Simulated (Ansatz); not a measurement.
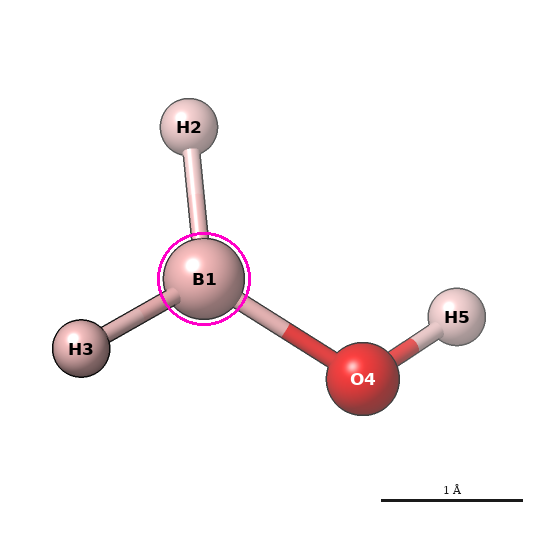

Orthographic view. Distant atoms are faded towards the background colour. The geometry was computed by an optimisation with PBE0-D4/def2-TZVP.

> Name the neighbours of the circled atom.

The circled atom is B1; it is bonded to H2, H3, O4.

> Which atom is nearest the viewer?

H3, 0.8 Å in front of the mean position.

> Which two atoms are farthest apart in space?

H3 and H5, 2.99 Å.
